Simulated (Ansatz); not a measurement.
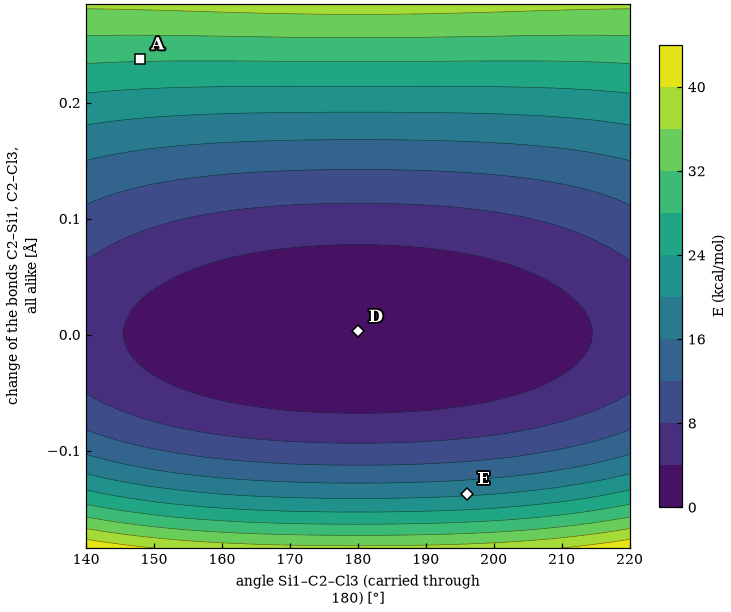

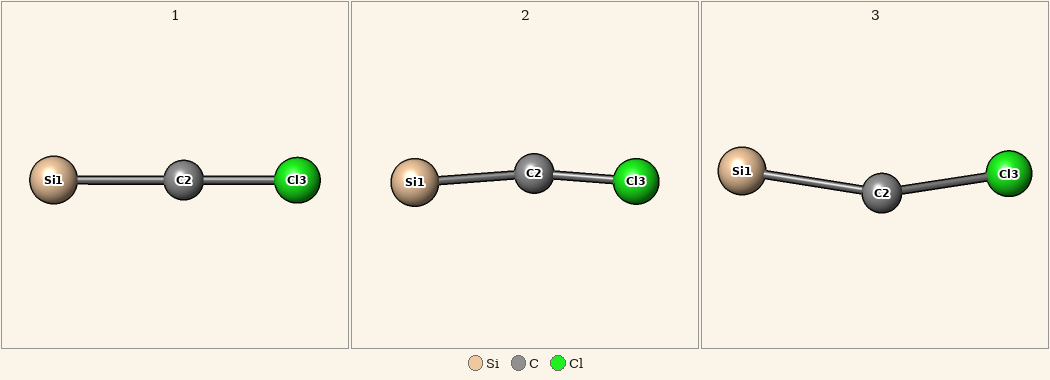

CClSi, SMILES [Si+]#CCl, charge +1. First axis: angle Si1–C2–Cl3 (carried through 180). Second axis: change of the bonds C2–Si1, C2–Cl3, all alike. Nothing is relaxed (all other coordinates rigid). Grid: 11 × 11 points; 79 points were computed and 42 follow by symmetry. Points are written as (first, second). Energies are in kcal/mol, from the relaxed molecule at the same level. Level of theory: Ansatz 0.2.0, RKS PBE0-D4/def2-TZVP.

Drawn: filled contours, lettered points. Between grid points the surface is interpolated. The numbered pictures are the structures at these points, in random order.

> Which structure belongs to which point?

A is structure 3: (148°, 0.238 Å), 28.4 kcal/mol; D is structure 1: (180°, 0.003 Å), 0.0 kcal/mol; E is structure 2: (196°, −0.137 Å), 19.4 kcal/mol.
